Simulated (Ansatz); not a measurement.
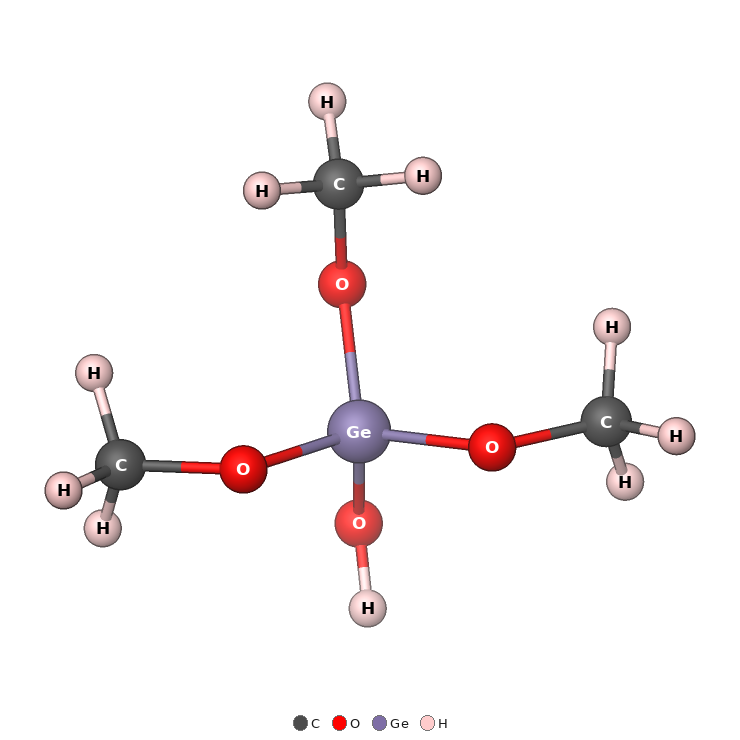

Distant atoms are faded towards the background colour. The geometry was computed by an optimisation with PBE0-D4/def2-TZVP. No frequency run is at hand to confirm it as a minimum.

Q: List the symmetry elements and name the point group.

A: It has 1 mirror plane, so the point group is Cs. The group has 2 operations. The geometry is achiral, and symmetry allows a dipole moment.
